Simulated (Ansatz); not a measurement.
**AlAsH3 (quartet): the correlation ladder, cc-pVDZ**

Aim: climb from Hartree-Fock through coupled cluster for AlAsH3 (quartet) at one geometry and basis, and see what each rung misses.

The runs use Ansatz 0.2.0, Gaussian basis; cc-pVDZ, core rule «outside noble gas», up to 19 orbitals frozen.

Plan: UHF; CCSD(T) on ROHF; CCSD(T) on UHF; BCCD(T) on ROHF; CISD as a restricted active space (open shells left free, so some higher excitations enter); CCSDT(Q) on ROHF; CCSDT(Q) on UHF.

18 further runs of the same task are left out: 7 that didn't finish, 11 set aside as unsound or not needed. Runs told in other sessions of the task aren't counted.

## (1) The system

The geometry is a PBE0/def2-TZVP stationary point (not a proven minimum) of the parent state, kept for this charge and spin. No spin-orbit coupling is included. The filled d shell of As may be among the frozen orbitals whatever the setting's name suggests.

5 atoms, charge 0, spin multiplicity 4.

Atoms are counted from 1 here; the program's logs count them from 0.

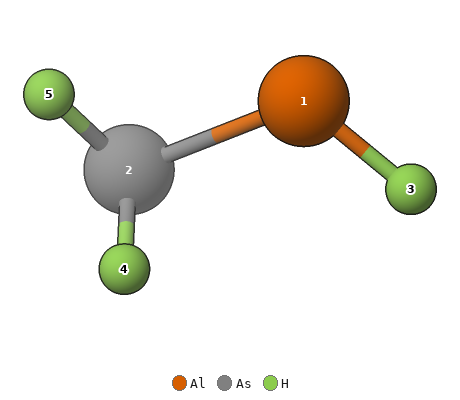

The structure; aluminium orange, arsenic grey, hydrogen green; atoms are numbered from 1 in the order of the file.

Geometry (Å):

```xyz
5

Al    0.03097   -0.13182    1.79018
As   -0.03690    0.03621   -0.65978
H    -0.04610    1.27033    2.57281
H     1.25714    0.84358   -0.58900
H     0.70280   -1.27722   -0.86264
```

## (2) UHF

Input file in.yaml:

```yaml
crystal:
  periodic: [false, false, false]
  atoms:
    - {symbol: Al, position_ang: [0.030968, -0.131818, 1.790177]}
    - {symbol: As, position_ang: [-0.036900, 0.036215, -0.659781]}
    - {symbol: H, position_ang: [-0.046103, 1.270326, 2.572815]}
    - {symbol: H, position_ang: [1.257138, 0.843580, -0.588998]}
    - {symbol: H, position_ang: [0.702801, -1.277219, -0.862641]}
basis:
  gaussian: {orbitals: cc-pVDZ}
magnetization: {spin_polarized: true, initial_magnetization: 3}
hamiltonian: {xc: hf}
output: {orbitals: {seedname: orbitals}}
```

Launch:

```console
> ansatz run in.yaml --threads 1 --pin off --events-out ev --progress --plain --max-ram 2393MiB
```

Further steps of the session: CCSD(T) on ROHF; CCSD(T) on UHF; BCCD(T) on ROHF; CISD as a restricted active space (open shells left free, so some higher excitations enter); CCSDT(Q) on ROHF; CCSDT(Q) on UHF.

**Question.** What will the summary of the whole plan be? Wanted: UCCSDT(Q) from the RHF energy; RMP2 from UCCSDT(Q); UMP2 from UCCSDT(Q); RCCSD from UCCSDT(Q); RCCSD(T) from UCCSDT(Q); UCCSD(T) from UCCSDT(Q); RCCSDT(Q) from UCCSDT(Q); T1 diagnostic.

The runs gave:

| quantity | value |
| --- | --- |
| UCCSDT(Q) from the ROHF energy | -5.3326 eV |
| RMP2 from UCCSDT(Q) | +28.98 kcal/mol |
| UMP2 from UCCSDT(Q) | +29.02 kcal/mol |
| RCCSD from UCCSDT(Q) | +4.58 kcal/mol |
| RCCSD(T) from UCCSDT(Q) | +1.14 kcal/mol |
| UCCSD(T) from UCCSDT(Q) | +1.08 kcal/mol |
| RCCSDT(Q) from UCCSDT(Q) | +0.07 kcal/mol |
| levels within 1 kcal/mol (43 meV) | RCCSDT, UCCSDT, RCCSDT(Q) |
| T1 diagnostic | 0.040 |

In words: RCCSD(T) misses by +1.14 kcal/mol, 0.9 % of the correlation energy. These misses are within one basis, not against nature; the frozen cores of restricted and unrestricted runs differ, which can shift their rows.

With open shells the CI space here admits some higher excitations, so it is larger than plain CISD.
